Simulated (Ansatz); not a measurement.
# AlSiH4O (SMILES [AlH][O][SiH3]): UB3LYP/aug-cc-pVDZ

What is the vertical ionisation energy of AlSiH4O at UB3LYP/aug-cc-pVDZ? 

Program for the calculation: Ansatz 0.2.0.

63 further runs of the same task are left out: 63 set aside as unsound or not needed.

## (1) Starting point

AlSiH4O has 7 atoms, charge 0, and is taken as a doublet. As SMILES, `[AlH][O][SiH3]`. Geometry: relaxed at PBE0-D4/def2-TZVP. This is one conformer, not always the lowest.

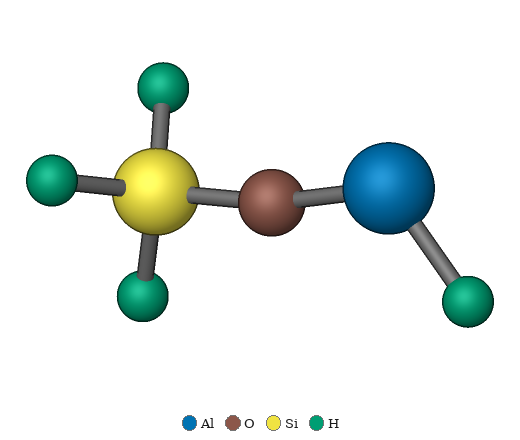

Viewed from a chosen angle; aluminium blue, oxygen brown, silicon yellow, hydrogen teal.

## (2) A single-point energy at UB3LYP/aug-cc-pVDZ

job.yaml reads:

```yaml
crystal:
  periodic: [false, false, false]
  atoms:
    - {symbol: Al, position_ang: [-1.643700, -1.503700, -0.201100]}
    - {symbol: O, position_ang: [-0.403000, -0.368600, -0.047300]}
    - {symbol: Si, position_ang: [0.870900, 0.567400, 0.335800]}
    - {symbol: H, position_ang: [-2.580100, -1.352800, -1.500200]}
    - {symbol: H, position_ang: [1.204400, 1.463600, -0.802700]}
    - {symbol: H, position_ang: [0.554900, 1.401200, 1.526200]}
    - {symbol: H, position_ang: [2.057800, -0.275200, 0.643500]}
basis:
  gaussian:
    orbitals: aug-cc-pVDZ
magnetization:
  spin_polarized: true
  initial_magnetization: 1
hamiltonian:
  xc: {name: B3LYP}
accuracy: high
output: {orbitals: {seedname: orbitals}}
```

Launch:

```console
ansatz run job.yaml --threads 1 --pin off --max-ram 3480MiB --events-out events.jsonl --progress --plain --runs-dir runs
```

Standard output:

```text
Warning: RAYON_NUM_THREADS=1 ignored (pool sized by the plan → 1); use --threads N
Functional definition: B3LYP
  name "B3LYP"
  parameter a0 = 0.2
  parameter ax = 0.72
  parameter ac = 0.81
  exchange = (1 - a0 - ax)*slater_x + ax*b88_x + a0*exact_x
  correlation = (1 - ac)*vwn_rpa_c + ac*lyp_c
2252 factors; integrals over basis functions are off by at most 3.4e-9 eV
mean field evaluation 1: about -16580.9043 eV, gradient 4.5e1 eV
mean field evaluation 2: about -16518.8743 eV, gradient 1.2e2 eV
mean field evaluation 4: about -16588.6988 eV, gradient 2.3e0 eV
mean field evaluation 8: about -16588.7795 eV, gradient 8.6e-2 eV
mean field evaluation 16: about -16588.7796 eV, gradient 2.0e-4 eV
mean field -16588.77957842 eV, -609.6264052285 hartree, gradient 5.8e-8 eV, S^2 0.753229; 0 other end points of the search recorded, 0 dependent functions left out
reference -16588.77963374 eV, -609.6264072612 hartree; 20, 19 occupied and 93, 94 virtual orbitals, 2252 factors
Total energy: -16588.77963374 eV, -609.6264072612 hartree
```

Run time: 25 s. Hardware: 1 thread of Arm Neoverse V1, shared host; peak memory 0.54 GiB.

## (3) The singlet cation

run.yaml reads:

```yaml
crystal:
  periodic: [false, false, false]
  atoms:
    - {symbol: Al, position_ang: [-1.643700, -1.503700, -0.201100]}
    - {symbol: O, position_ang: [-0.403000, -0.368600, -0.047300]}
    - {symbol: Si, position_ang: [0.870900, 0.567400, 0.335800]}
    - {symbol: H, position_ang: [-2.580100, -1.352800, -1.500200]}
    - {symbol: H, position_ang: [1.204400, 1.463600, -0.802700]}
    - {symbol: H, position_ang: [0.554900, 1.401200, 1.526200]}
    - {symbol: H, position_ang: [2.057800, -0.275200, 0.643500]}
basis:
  gaussian: {orbitals: aug-cc-pVDZ}
total_charge: 1
hamiltonian: {xc: {name: B3LYP}}
accuracy: high
output: {orbitals: {seedname: orbitals}}
```

Launch:

```console
ansatz run run.yaml --threads 1 --pin off --max-ram 3480MiB --events-out events.jsonl --progress --plain --runs-dir runs
```

Standard output:

```text
Warning: RAYON_NUM_THREADS=1 ignored (pool sized by the plan → 1); use --threads N
Functional definition: B3LYP
  name "B3LYP"
  parameter a0 = 0.2
  parameter ax = 0.72
  parameter ac = 0.81
  exchange = (1 - a0 - ax)*slater_x + ax*b88_x + a0*exact_x
  correlation = (1 - ac)*vwn_rpa_c + ac*lyp_c
2253 factors; integrals over basis functions are off by at most 3.4e-9 eV
mean field evaluation 1: about -16562.6378 eV, gradient 9.6e1 eV
mean field evaluation 2: about -16404.0058 eV, gradient 2.0e2 eV
mean field evaluation 4: about -16580.6545 eV, gradient 5.5e0 eV
mean field evaluation 8: about -16580.8073 eV, gradient 4.8e-1 eV
mean field evaluation 16: about -16580.8081 eV, gradient 3.3e-4 eV
mean field -16580.80810354 eV, -609.3334589296 hartree, gradient 9.9e-8 eV, S^2 0.000000; 0 other end points of the search recorded, 0 dependent functions left out
reference -16580.80816666 eV, -609.3334612493 hartree; 19, 19 occupied and 94, 94 virtual orbitals, 2253 factors
Total energy: -16580.80816666 eV, -609.3334612493 hartree
```

It took 14 s on 1 thread of Arm Neoverse V1, shared host; peak memory 0.4 GiB.

## (4) Results

Level: UB3LYP/aug-cc-pVDZ.

```
                                           quantity          value
                      doublet AlSiH4O: total energy  -609.62641 Eh
doublet AlSiH4O: HOMO energy (highest over α and β)       -5.54 eV
 doublet AlSiH4O: LUMO energy (lowest over α and β)       -2.75 eV
                              doublet AlSiH4O: ⟨S²⟩          0.753
                       singlet cation: total energy  -609.33346 Eh
                        singlet cation: HOMO energy      -12.97 eV
                        singlet cation: LUMO energy      -10.24 eV
                      singlet cation: HOMO–LUMO gap        2.73 eV
 vertical ionisation energy (to the singlet cation)       7.971 eV
```

**Reading.** The vertical ionisation energy comes to 7.97 eV (769 kJ/mol). Only the singlet of the ionised species was computed; a triplet could lie lower.
